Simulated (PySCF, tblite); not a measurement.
# C6H13F: dynamics, then NMR shifts on frames

How do NMR shifts of C6H13F (`CCCC[C@H](C)F`) change as the atoms move?

The runs use tblite 0.8.0 and PySCF 2.14.0, with density-fitted response routines of our own; the level of theory stands in each step. All values are computed, except where a source is named. Atoms count from 0, in the outputs and in this text.

## (1) The molecule as given

20 atoms, charge 0, multiplicity 1; geometry from: GFN2-xTB.

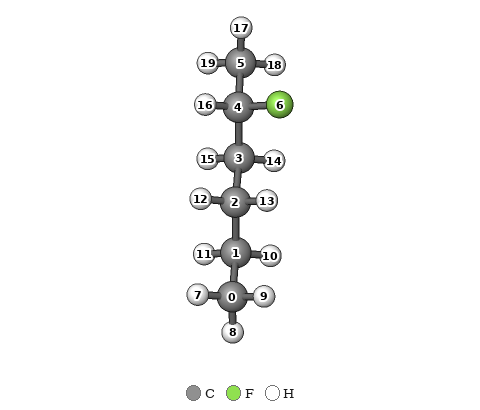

As it starts; carbon grey, fluorine green, hydrogen white, atoms numbered; sticks join atoms by distance.

## (2) A short Langevin run with GFN2-xTB

What the job is given:

```
{"job": {"kind": "md", "xc": "GFN2-xTB", "basis": "xTB", "temperature": 200, "steps": 2000, "every": 50, "frames": 5}, "charge": 0, "multiplicity": 1}
C     -3.179746    -0.166737    -0.311052
C     -1.806819    -0.721297     0.049494
C     -0.690207     0.262880    -0.289670
C      0.685665    -0.289575     0.079102
C      1.809575     0.683425    -0.263693
C      3.189789     0.131562     0.059149
F      1.627938     1.852370     0.460755
H     -3.236857     0.050357    -1.375711
H     -3.959443    -0.884056    -0.064639
H     -3.374302     0.753107     0.236015
H     -1.776722    -0.947394     1.117775
H     -1.639363    -1.656621    -0.490429
H     -0.716110     0.485167    -1.359564
H     -0.853873     1.199099     0.247497
H      0.719564    -0.500291     1.150101
H      0.867571    -1.222274    -0.457862
H      1.747605     0.985365    -1.317982
H      3.951433     0.871865    -0.172857
H      3.253400    -0.111608     1.117073
H      3.375755    -0.764666    -0.525023
```

With the program's defaults for keys left out, this is: GFN2-xTB Langevin dynamics, gas phase.

Started as:

```console
> OMP_NUM_THREADS=1 python probes_run.py task.json out
```

This one command runs all jobs of the session in turn.

What it wrote:

```text
t/fs     T/K      E/eV
    0.0   164.3   -659.10154
   25.0   151.3   -658.77874
   50.0   157.8   -658.70053
   75.0   140.5   -658.70913
  100.0   173.2   -658.69164
  125.0   173.3   -658.60568
  150.0   205.3   -658.62486
  175.0   211.0   -658.71326
  200.0   226.0   -658.64094
  225.0   190.0   -658.60105
  250.0   211.5   -658.57658
  275.0   163.6   -658.67992
  300.0   214.2   -658.70216
  325.0   206.8   -658.67155
  350.0   170.3   -658.65809
  375.0   177.8   -658.75302
  400.0   144.7   -658.73371
  425.0   152.2   -658.71370
  450.0   122.6   -658.48679
  475.0   186.8   -658.73156
  500.0   170.4   -658.67242
  525.0   153.1   -658.66647
  550.0   242.8   -658.72745
  575.0   240.3   -658.72367
  600.0   204.3   -658.61530
  625.0   194.8   -658.57010
  650.0   202.1   -658.59528
  675.0   248.9   -658.63829
  700.0   183.5   -658.53830
  725.0   190.0   -658.55260
  750.0   247.2   -658.74347
  775.0   196.6   -658.60547
  800.0   225.9   -658.69208
  825.0   214.8   -658.56253
  850.0   171.3   -658.58244
  875.0   189.1   -658.53728
  900.0   182.8   -658.66636
  925.0   241.0   -658.60945
  950.0   196.2   -658.50743
  975.0   145.2   -658.58169
 1000.0   194.7   -658.59777
```

Wall time 19 s (1 thread of Arm Neoverse N1, shared host).

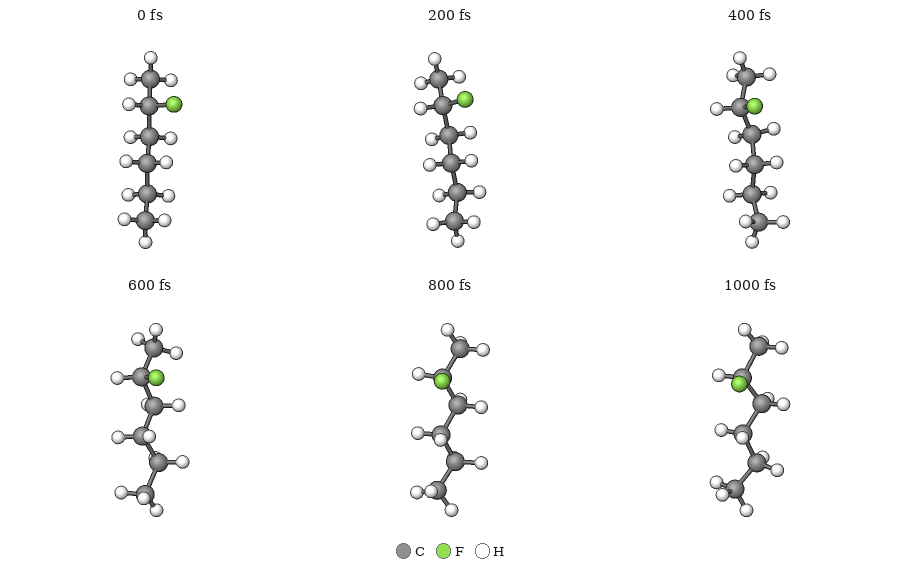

Frames of the run.

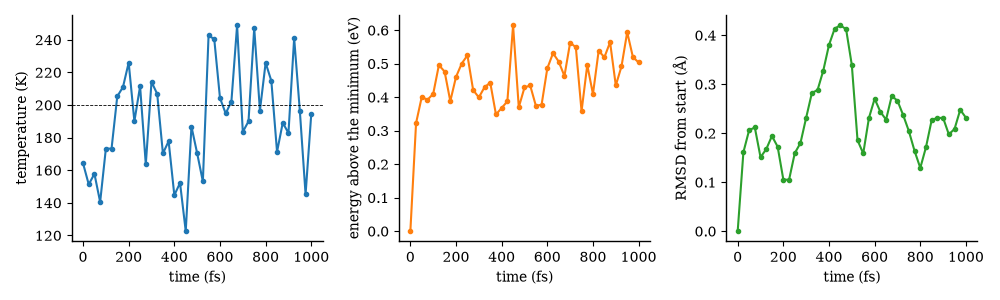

Temperature, potential energy and distance from the start.

Positions (Å) and forces (eV/Å) at 1000 fs:

```xyz
20

C    -2.641   -2.322    1.067   -1.466    1.457   -1.383
C    -1.606   -1.534    1.840    0.439    1.036   -0.064
C    -0.531   -0.787    0.952   -0.688    0.770    1.929
C     0.769   -0.334    1.717   -0.726    0.041   -0.590
C     1.750    0.179    0.649    0.985    0.286    0.954
C     3.099    0.646    1.298   -1.655   -1.091    0.751
F     1.159    1.271    0.078   -0.102    0.508   -0.392
H    -2.169   -3.102    0.514    0.221   -0.880    0.059
H    -3.477   -2.679    1.711    0.840    0.123   -0.480
H    -3.104   -1.701    0.231    0.282   -0.367    1.118
H    -2.096   -0.779    2.495    0.353   -0.594   -0.275
H    -1.128   -2.310    2.421    0.512    0.218    0.609
H    -0.226   -1.471    0.202    0.166   -0.373   -0.925
H    -0.977    0.161    0.548    0.277   -1.103    0.045
H     0.561    0.519    2.402   -0.011   -0.593   -0.453
H     1.228   -1.131    2.303   -0.154   -0.091   -0.169
H     1.985   -0.495   -0.197   -0.327   -0.107    0.468
H     3.721    0.994    0.523    0.769    0.588   -0.488
H     2.889    1.376    2.086    0.141    0.104   -0.483
H     3.530   -0.221    1.800    0.146    0.069   -0.231
```

## (3) Nuclear shieldings: 250 fs, PBE0/pcSseg-1

What the job is given:

```
{"job": {"kind": "nmr", "xc": "PBE0", "basis": "pcSseg-1", "pop": false}, "charge": 0, "multiplicity": 1}
C     -3.283600    -0.240800     0.763300
C     -1.853200    -0.662500     0.794300
C     -0.852100     0.269000     0.072900
C      0.563600    -0.174400     0.413100
C      1.604300     0.661800    -0.283800
C      2.997700     0.051700    -0.125200
F      1.619200     1.912900     0.273600
H     -3.708200    -0.317800    -0.241200
H     -3.965300    -0.837000     1.409500
H     -3.294700     0.772900     1.080500
H     -1.476600    -0.775000     1.807000
H     -1.813200    -1.600600     0.239900
H     -1.076800     0.329800    -0.972300
H     -1.025300     1.172300     0.557200
H      0.699700    -0.072200     1.532000
H      0.618300    -1.230100     0.176600
H      1.288500     0.781800    -1.321100
H      3.688800     0.738400    -0.587900
H      3.171000    -0.044300     0.933200
H      3.082600    -0.982300    -0.664600
```

With the program's defaults for keys left out, this is: GIAO PBE0/pcSseg-1 NMR shielding, non-relativistic, gas phase.

What it wrote:

```text
coarse grid: 15664 points
cycle   1  E = -335.7479788256  dE =  5.765e-01  |g| = 5.828e-01  |ddm| = 3.668e+00
cycle   2  E = -335.7233885711  dE =  2.459e-02  |g| = 7.240e-01  |ddm| = 9.774e-01
cycle   3  E = -335.8210460751  dE = -9.766e-02  |g| = 7.027e-02  |ddm| = 5.369e-01
cycle   4  E = -335.8217942540  dE = -7.482e-04  |g| = 3.013e-02  |ddm| = 6.269e-02
cycle   5  E = -335.8219786104  dE = -1.844e-04  |g| = 3.368e-03  |ddm| = 2.472e-02
cycle   6  E = -335.8219805542  dE = -1.944e-06  |g| = 1.297e-03  |ddm| = 3.655e-03
final grid: 148688 points
cycle   7  E = -335.8708558173  dE = -5.604e-05  |g| = 1.009e-02  |ddm| = 3.324e-02
cycle   8  E = -335.8708467433  dE =  9.074e-06  |g| = 1.218e-02  |ddm| = 1.815e-02
cycle   9  E = -335.8708810424  dE = -3.430e-05  |g| = 1.109e-03  |ddm| = 9.516e-03
cycle  10  E = -335.8708812212  dE = -1.788e-07  |g| = 2.275e-04  |ddm| = 8.648e-04
cycle  11  E = -335.8708812291  dE = -7.835e-09  |g| = 5.081e-05  |ddm| = 1.859e-04
cycle  12  E = -335.8708812296  dE = -5.507e-10  |g| = 1.820e-05  |ddm| = 5.673e-05
converged SCF energy = -335.8708812296

GIAO shielding tensors (ppm)
atom      isotropic    diamagn.    paramagn.     s11        s22        s33       span
  0 C      170.885     245.428     -74.543    155.685    169.137    187.832     32.147
  1 C      158.365     249.176     -90.811    138.235    164.811    172.048     33.813
  2 C      156.735     250.054     -93.320    133.154    161.767    175.283     42.129
  3 C      140.446     253.365    -112.919    122.526    128.521    170.292     47.766
  4 C       95.968     243.637    -147.670     62.982     84.876    140.046     77.065
  5 C      157.038     248.012     -90.974    133.745    157.381    179.989     46.244
  6 F      380.910     475.350     -94.439    365.460    376.557    400.714     35.253
  7 H       30.511      28.778       1.733     26.214     28.568     36.751     10.538
  8 H       29.885      26.202       3.684     25.474     27.032     37.151     11.677
  9 H       31.272      29.487       1.785     26.487     30.229     37.101     10.614
 10 H       30.806      32.721      -1.916     24.751     32.457     35.209     10.457
 11 H       30.124      32.722      -2.598     25.076     30.699     34.596      9.520
 12 H       31.189      34.545      -3.356     26.484     31.348     35.736      9.252
 13 H       31.231      35.534      -4.303     26.458     32.991     34.245      7.787
 14 H       29.454      33.442      -3.988     25.806     30.340     32.215      6.409
 15 H       30.428      35.381      -4.954     25.271     32.468     33.544      8.272
 16 H       27.283      32.064      -4.781     25.234     26.883     29.731      4.497
 17 H       30.009      27.698       2.311     25.968     27.734     36.323     10.355
 18 H       30.306      29.515       0.792     27.063     29.444     34.412      7.349
 19 H       28.852      27.318       1.534     24.952     27.021     34.582      9.630
```

Run time: 47 s. Hardware: 1 thread of Arm Neoverse N1, shared host; peak memory 0.83 GiB.

Shifts follow as δ = σ(reference) − σ, with reference shieldings (ppm) from runs at the same level and on the same kind of geometry: 1H TMS 31.72, 13C TMS 186.9, 19F CFCl3 170.9. The references are single molecules in the gas phase, so shifts against H2O, NH3, PH3, H3PO4 or CFCl3 are not on the usual liquid scales and can be off by tens of ppm. Each atom is listed at this fixed geometry, with no averaging over motion; a spectrum would average atoms that exchange fast.

| atoms | environment | σ (ppm) | δ (ppm) |
| --- | --- | --- | --- |
| C4 | sp3 CH bonded to F | 96.0 | 91.0 |
| C3 | sp3 CH2 | 140.4 | 46.5 |
| C2 | sp3 CH2 | 156.7 | 30.2 |
| C5 | methyl carbon | 157.0 | 29.9 |
| C1 | sp3 CH2 | 158.4 | 28.6 |
| C0 | methyl carbon | 170.9 | 16.0 |
| H16 | hydrogen on an sp3 CH bonded to F | 27.28 | 4.43 |
| H19 | hydrogen on a methyl carbon | 28.85 | 2.87 |
| H14 | hydrogen on an sp3 CH2 | 29.45 | 2.26 |
| H8 | hydrogen on a methyl carbon | 29.89 | 1.83 |
| H17 | hydrogen on a methyl carbon | 30.01 | 1.71 |
| H11 | hydrogen on an sp3 CH2 | 30.12 | 1.59 |
| H18 | hydrogen on a methyl carbon | 30.31 | 1.41 |
| H15 | hydrogen on an sp3 CH2 | 30.43 | 1.29 |
| H7 | hydrogen on a methyl carbon | 30.51 | 1.21 |
| H10 | hydrogen on an sp3 CH2 | 30.81 | 0.91 |
| H12 | hydrogen on an sp3 CH2 | 31.19 | 0.53 |
| H13 | hydrogen on an sp3 CH2 | 31.23 | 0.49 |
| H9 | hydrogen on a methyl carbon | 31.27 | 0.44 |
| F6 | fluorine on an sp3 carbon | 380.9 | -210.0 |

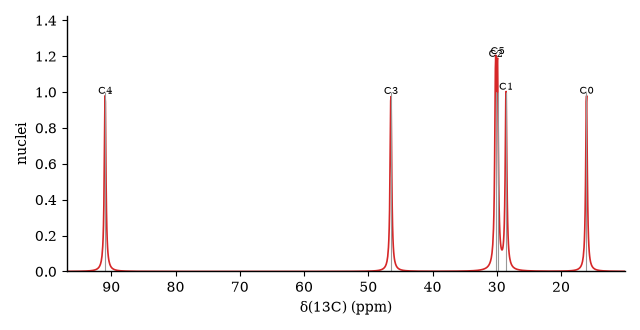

13C lines at the computed shifts, without couplings. Lines are broadened to a width of 0.30 ppm (Lorentzian).

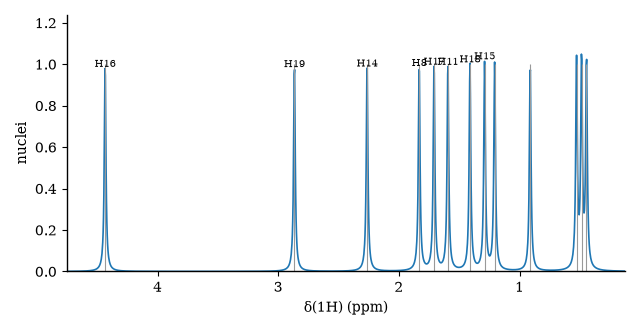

1H lines at the computed shifts, without couplings. Lines are broadened to a width of 0.02 ppm (Lorentzian).

## (4) Nuclear shieldings: 425 fs, PBE0/pcSseg-1

What the job is given:

```
{"job": {"kind": "nmr", "xc": "PBE0", "basis": "pcSseg-1", "pop": false}, "charge": 0, "multiplicity": 1}
C     -3.168500    -0.599900     0.896000
C     -1.717000    -1.142600     0.887000
C     -0.730700    -0.027400     0.620800
C      0.731200    -0.421300     0.696200
C      1.678700     0.470900    -0.098500
C      3.147000     0.341800     0.331600
F      1.398900     1.847500    -0.024700
H     -3.359300     0.015000     0.029800
H     -3.863300    -1.435600     0.777900
H     -3.363800    -0.046100     1.778700
H     -1.432000    -1.525300     1.909600
H     -1.653600    -1.881900     0.110700
H     -0.934600     0.370200    -0.385500
H     -0.816400     0.798800     1.320900
H      1.051800    -0.503500     1.744000
H      0.919400    -1.418800     0.247600
H      1.619700     0.270800    -1.157000
H      3.792700     0.871400    -0.325800
H      3.370900     0.656300     1.315900
H      3.433300    -0.721600     0.283900
```

With the program's defaults for keys left out, this is: GIAO PBE0/pcSseg-1 NMR shielding, non-relativistic, gas phase.

What it wrote:

```text
coarse grid: 15664 points
cycle   1  E = -335.7494031131  dE =  4.865e-01  |g| = 5.978e-01  |ddm| = 3.651e+00
cycle   2  E = -335.7159612830  dE =  3.344e-02  |g| = 7.775e-01  |ddm| = 1.055e+00
cycle   3  E = -335.8244151765  dE = -1.085e-01  |g| = 8.243e-02  |ddm| = 6.059e-01
cycle   4  E = -335.8255703984  dE = -1.155e-03  |g| = 3.014e-02  |ddm| = 7.329e-02
cycle   5  E = -335.8257549397  dE = -1.845e-04  |g| = 3.692e-03  |ddm| = 2.590e-02
cycle   6  E = -335.8257573313  dE = -2.392e-06  |g| = 1.546e-03  |ddm| = 4.358e-03
final grid: 148688 points
cycle   7  E = -335.8763104992  dE = -5.377e-05  |g| = 1.044e-02  |ddm| = 3.014e-02
cycle   8  E = -335.8762992770  dE =  1.122e-05  |g| = 1.301e-02  |ddm| = 1.873e-02
cycle   9  E = -335.8763370313  dE = -3.775e-05  |g| = 1.325e-03  |ddm| = 1.012e-02
cycle  10  E = -335.8763372996  dE = -2.683e-07  |g| = 2.380e-04  |ddm| = 1.087e-03
cycle  11  E = -335.8763373084  dE = -8.778e-09  |g| = 6.084e-05  |ddm| = 1.986e-04
cycle  12  E = -335.8763373092  dE = -8.116e-10  |g| = 2.024e-05  |ddm| = 6.543e-05
converged SCF energy = -335.8763373092

GIAO shielding tensors (ppm)
atom      isotropic    diamagn.    paramagn.     s11        s22        s33       span
  0 C      171.083     244.590     -73.507    155.118    166.090    192.042     36.924
  1 C      158.048     247.625     -89.577    143.353    162.543    168.248     24.894
  2 C      156.128     250.486     -94.358    137.093    157.782    173.508     36.414
  3 C      145.080     252.307    -107.227    123.601    141.916    169.722     46.120
  4 C       91.995     238.952    -146.957     51.191     80.635    144.159     92.968
  5 C      165.310     245.534     -80.224    148.241    155.956    191.733     43.492
  6 F      385.894     476.842     -90.948    371.891    384.159    401.631     29.740
  7 H       31.128      29.980       1.148     26.864     29.988     36.531      9.666
  8 H       30.376      26.381       3.995     25.634     27.685     37.810     12.176
  9 H       31.161      28.708       2.454     26.899     28.982     37.604     10.705
 10 H       29.434      29.885      -0.451     24.560     29.469     34.272      9.712
 11 H       30.625      32.463      -1.838     25.506     30.831     35.539     10.033
 12 H       30.182      34.517      -4.335     24.671     31.768     34.106      9.435
 13 H       30.070      34.109      -4.040     24.727     31.676     33.807      9.080
 14 H       29.815      33.363      -3.548     25.464     30.258     33.724      8.260
 15 H       30.312      33.731      -3.419     25.818     31.320     33.798      7.980
 16 H       27.085      31.906      -4.821     24.968     26.520     29.765      4.797
 17 H       30.724      28.304       2.420     26.555     28.076     37.540     10.986
 18 H       31.077      29.755       1.322     27.743     29.258     36.230      8.487
 19 H       30.715      28.406       2.309     26.397     29.091     36.657     10.260
```

It took 47 s on 1 thread of Arm Neoverse N1, shared host; peak memory 0.84 GiB.

This run: δ C4 94.9, C3 41.8, C2 30.8, C1 28.9, H16 4.63, H10 2.28 ppm.

## (5) Shielding tensors: 625 fs, PBE0/pcSseg-1

What the job is given:

```
{"job": {"kind": "nmr", "xc": "PBE0", "basis": "pcSseg-1", "pop": false}, "charge": 0, "multiplicity": 1}
C     -3.057400    -1.320200     0.737900
C     -1.681100    -1.129800     1.291600
C     -0.687700    -0.532300     0.357500
C      0.672700    -0.308100     1.058300
C      1.757500     0.509400     0.273700
C      3.140800     0.443100     0.755200
F      1.379500     1.809000     0.291500
H     -2.988400    -2.061900    -0.021800
H     -3.690900    -1.704200     1.537900
H     -3.374300    -0.420600     0.275600
H     -1.790400    -0.426700     2.097100
H     -1.252200    -2.087800     1.701100
H     -0.635700    -1.045600    -0.575900
H     -1.065600     0.481500     0.116400
H      0.528200     0.052700     2.052100
H      1.136900    -1.329400     1.091900
H      1.726300     0.157300    -0.754800
H      3.671400     1.242200     0.246200
H      3.195300     0.585000     1.835900
H      3.593600    -0.500700     0.433600
```

Level: GIAO PBE0/pcSseg-1 NMR shielding, non-relativistic, gas phase.

What it wrote:

```text
coarse grid: 15664 points
cycle   1  E = -335.7476580982  dE =  6.489e-01  |g| = 5.902e-01  |ddm| = 3.675e+00
cycle   2  E = -335.7233295981  dE =  2.433e-02  |g| = 7.278e-01  |ddm| = 1.003e+00
cycle   3  E = -335.8220134994  dE = -9.868e-02  |g| = 6.970e-02  |ddm| = 5.560e-01
cycle   4  E = -335.8227774284  dE = -7.639e-04  |g| = 2.830e-02  |ddm| = 6.071e-02
cycle   5  E = -335.8229385693  dE = -1.611e-04  |g| = 3.513e-03  |ddm| = 2.289e-02
cycle   6  E = -335.8229405765  dE = -2.007e-06  |g| = 1.474e-03  |ddm| = 3.804e-03
final grid: 148688 points
cycle   7  E = -335.8715203941  dE = -5.510e-05  |g| = 1.010e-02  |ddm| = 3.280e-02
cycle   8  E = -335.8715120910  dE =  8.303e-06  |g| = 1.198e-02  |ddm| = 1.783e-02
cycle   9  E = -335.8715457740  dE = -3.368e-05  |g| = 1.009e-03  |ddm| = 9.400e-03
cycle  10  E = -335.8715459261  dE = -1.521e-07  |g| = 1.962e-04  |ddm| = 8.438e-04
cycle  11  E = -335.8715459314  dE = -5.329e-09  |g| = 5.249e-05  |ddm| = 1.637e-04
cycle  12  E = -335.8715459320  dE = -5.937e-10  |g| = 1.641e-05  |ddm| = 5.386e-05
converged SCF energy = -335.8715459320

GIAO shielding tensors (ppm)
atom      isotropic    diamagn.    paramagn.     s11        s22        s33       span
  0 C      173.148     247.546     -74.399    160.904    168.584    189.955     29.051
  1 C      157.949     249.379     -91.430    144.419    160.104    169.324     24.905
  2 C      156.368     250.909     -94.540    134.813    158.351    175.942     41.128
  3 C      142.245     251.189    -108.944    118.005    139.984    168.746     50.742
  4 C       97.991     241.929    -143.938     67.810     84.244    141.920     74.110
  5 C      163.200     248.843     -85.643    143.476    161.248    184.877     41.400
  6 F      381.892     476.790     -94.897    366.230    382.741    396.706     30.476
  7 H       31.300      30.003       1.297     26.994     29.550     37.355     10.361
  8 H       30.236      26.671       3.564     25.306     27.694     37.707     12.401
  9 H       31.369      30.247       1.122     27.032     30.063     37.012      9.980
 10 H       30.608      32.996      -2.388     25.173     31.628     35.023      9.849
 11 H       29.842      30.676      -0.834     24.610     30.309     34.607      9.997
 12 H       31.236      35.290      -4.054     26.656     31.345     35.707      9.052
 13 H       29.773      34.609      -4.836     24.836     30.993     33.489      8.653
 14 H       30.777      34.111      -3.334     26.358     32.365     33.609      7.251
 15 H       29.813      33.208      -3.395     24.777     31.289     33.371      8.594
 16 H       27.403      33.024      -5.621     25.461     27.263     29.485      4.024
 17 H       29.989      28.183       1.806     25.930     27.942     36.093     10.163
 18 H       30.073      28.589       1.484     26.275     28.954     34.990      8.715
 19 H       30.345      28.556       1.789     26.417     28.190     36.427     10.009
```

Run time: 45 s. Hardware: 1 thread of Arm Neoverse N1, shared host; peak memory 0.86 GiB.

In short: δ C4 88.9, C3 44.7, C2 30.6, C1 29.0, H16 4.31, H13 1.94 ppm.

(Part 1 of 2 ends here.)
